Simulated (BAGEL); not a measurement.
# HF/3-21G (density fitting with qzvpp-jkfit) run of BH2F (SMILES BF)

What is the energy change on altering one bond length of BH2F at HF/3-21G (density fitting with qzvpp-jkfit)? 

The results are computed with BAGEL 1.2.2.

3 further runs of the same task are left out: 2 that didn't finish, 1 set aside as unsound or not needed. Runs told in other sessions of the task aren't counted.

## 1. Starting point

BH2F has 4 atoms, charge 0, and is taken as a singlet. As SMILES, `BF`. Geometry: relaxed at PBE0-D4/def2-TZVP.

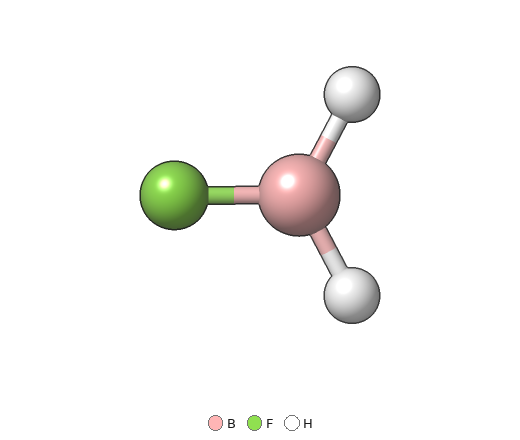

Viewed from a chosen angle; boron pink, fluorine green, hydrogen white.

## 2. The energy at HF/3-21G (density fitting with qzvpp-jkfit)

job.json

```json
{ "bagel": [

{
  "title": "molecule",
  "basis": "3-21g",
  "df_basis": "qzvpp-jkfit",
  "angstrom": "true",
  "geometry": [
    { "atom": "B", "xyz": [   -0.027300,   -0.004000,   -0.030800 ] },
    { "atom": "F", "xyz": [    1.061200,   -0.296700,    0.649900 ] },
    { "atom": "H", "xyz": [   -1.012500,   -0.649100,    0.186200 ] },
    { "atom": "H", "xyz": [    0.034200,    0.889600,   -0.825600 ] }
  ]
},
{ "title": "hf" },
{ "title": "print", "file": "orbitals.molden", "orbitals": "true" }

]}
```

Started as:

```
BAGEL_NUM_THREADS=1 BAGEL job.json > job.out
```

The program printed:

```text
* using 1 threads per process

  ===============================================================
  ===============================================================

  *** Geometry ***

  { "atom" : "B", "xyz" : [     -0.051590,     -0.007559,     -0.058204 ] },
  { "atom" : "F", "xyz" : [      2.005377,     -0.560682,      1.228133 ] },
  { "atom" : "H", "xyz" : [     -1.913348,     -1.226621,      0.351867 ] },
  { "atom" : "H", "xyz" : [      0.064629,      1.681100,     -1.560158 ] },

  Number of auxiliary basis functions:      188

  Since a DF basis is specified, we compute 2- and 3-index integrals:
    o Being stored without compression. Storage requirement is 0.001 GB

  Number of basis functions:       22
  Number of electrons      :       16

    * METHOD: MOLECULE                             0.07

  *** RHF ***

  === Nuclear Repulsion ===
    27.1757584682

      * DIIS with orbital gradients will be used.

  === RHF iteration (3-21g) ===
      0       -124.57533496          0.04349865           0.00
      1       -124.62533521          0.02631967           0.00
      2       -124.64520364          0.00242390           0.00
      3       -124.64557454          0.00022206           0.00
      4       -124.64557891          0.00003724           0.00
      5       -124.64557905          0.00000733           0.00
      6       -124.64557905          0.00000114           0.00
      7       -124.64557905          0.00000026           0.00
      8       -124.64557905          0.00000006           0.00
      9       -124.64557905          0.00000002           0.00
     10       -124.64557905          0.00000001           0.00
    * SCF iteration converged.

    * Permanent dipole moment:
           (    0.315334,    -0.084716,     0.197101) a.u.

    * METHOD: HF                                   0.13

    * METHOD: PRINT                                0.00

  ===============================================================
```

Wall time 0.56 s (1 thread of Intel Xeon Platinum 8259CL at 2.50GHz (Skylake/Cascade Lake), shared host); peak memory 0.08 GiB.

## 3. The distorted shape at the same level

job.json

```json
{ "bagel" : [

{
  "title" : "molecule",
  "basis" : "3-21g",
  "df_basis" : "qzvpp-jkfit",
  "angstrom" : true,
  "geometry" : [
    { "atom" : "B", "xyz" : [       0.120516,       0.092789,      -0.063358 ] },
    { "atom" : "F", "xyz" : [       1.209016,      -0.199911,       0.617342 ] },
    { "atom" : "H", "xyz" : [      -1.012500,      -0.649100,       0.186200 ] },
    { "atom" : "H", "xyz" : [       0.182016,       0.986389,      -0.858158 ] }
  ]
},

{ "title" : "hf" },

{ "title" : "print", "file" : "orbitals.molden", "orbitals" : true }

]}
```

Started as:

```
BAGEL_NUM_THREADS=1 BAGEL job.json > job.out
```

The program printed:

```text
* using 1 threads per process

  ===============================================================
  ===============================================================

  *** Geometry ***

  { "atom" : "B", "xyz" : [      0.227742,      0.175346,     -0.119729 ] },
  { "atom" : "F", "xyz" : [      2.284709,     -0.377777,      1.166607 ] },
  { "atom" : "H", "xyz" : [     -1.913348,     -1.226621,      0.351867 ] },
  { "atom" : "H", "xyz" : [      0.343960,      1.864005,     -1.621684 ] },

  Number of auxiliary basis functions:      188

  Since a DF basis is specified, we compute 2- and 3-index integrals:
    o Being stored without compression. Storage requirement is 0.001 GB

  Number of basis functions:       22
  Number of electrons      :       16

    * METHOD: MOLECULE                             0.06

  *** RHF ***

  === Nuclear Repulsion ===
    26.7230880417

      * DIIS with orbital gradients will be used.

  === RHF iteration (3-21g) ===
      0       -124.55997776          0.04383013           0.00
      1       -124.61108866          0.02672793           0.00
      2       -124.63162824          0.00253587           0.00
      3       -124.63205753          0.00025882           0.00
      4       -124.63206358          0.00004934           0.00
      5       -124.63206381          0.00000875           0.00
      6       -124.63206382          0.00000152           0.00
      7       -124.63206382          0.00000028           0.00
      8       -124.63206382          0.00000007           0.00
      9       -124.63206382          0.00000002           0.00
     10       -124.63206382          0.00000001           0.00
    * SCF iteration converged.

    * Permanent dipole moment:
           (    0.222647,    -0.145964,     0.218029) a.u.

    * METHOD: HF                                   0.11

    * METHOD: PRINT                                0.00

  ===============================================================
```

Run time: 0.46 s. Hardware: 1 thread of Intel Xeon Platinum 8259CL at 2.50GHz (Skylake/Cascade Lake), shared host; peak memory 0.14 GiB.

## 4. Summary of results

At HF/3-21G (density fitting with qzvpp-jkfit):

| quantity | value |
| --- | --- |
| first shape: total energy | -124.64558 Eh |
| first shape: dipole moment | 0.97 D |
| first shape: HOMO energy | -13.14 eV |
| first shape: LUMO energy | 3.03 eV |
| first shape: HOMO–LUMO gap | 16.18 eV |
| distorted shape: total energy | -124.63206 Eh |
| distorted shape: dipole moment | 0.87 D |
| distorted shape: HOMO energy | -12.66 eV |
| distorted shape: LUMO energy | 2.92 eV |
| distorted shape: HOMO–LUMO gap | 15.58 eV |
| energy change with the B1–H3 bond stretched from 1.197 to 1.377 Å | 0.368 eV |

In words: With the B1–H3 bond stretched from 1.197 to 1.377 Å the energy rises by 0.37 eV (8.5 kcal/mol). The first shape isn't relaxed at this level, so the change isn't measured from a minimum.
